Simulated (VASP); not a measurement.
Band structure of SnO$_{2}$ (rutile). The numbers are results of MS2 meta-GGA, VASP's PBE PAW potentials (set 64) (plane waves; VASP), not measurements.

Unless said otherwise, spin-orbit coupling is left out, though it shifts the bands of the heavy elements here.

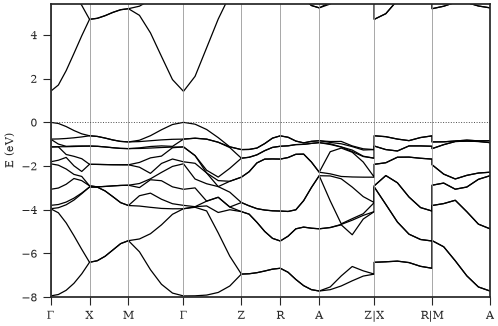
*Bands along high-symmetry lines, zero at the valence-band maximum or, without a gap, the Fermi level*

Problem. Read the plot: is there a gap, and where are the band edges?

Solution. The gap is direct, 1.42 eV, from the valence maximum at Γ to the conduction minimum at Γ.

The compound is SnO2 in the rutile structure. It was relaxed first.
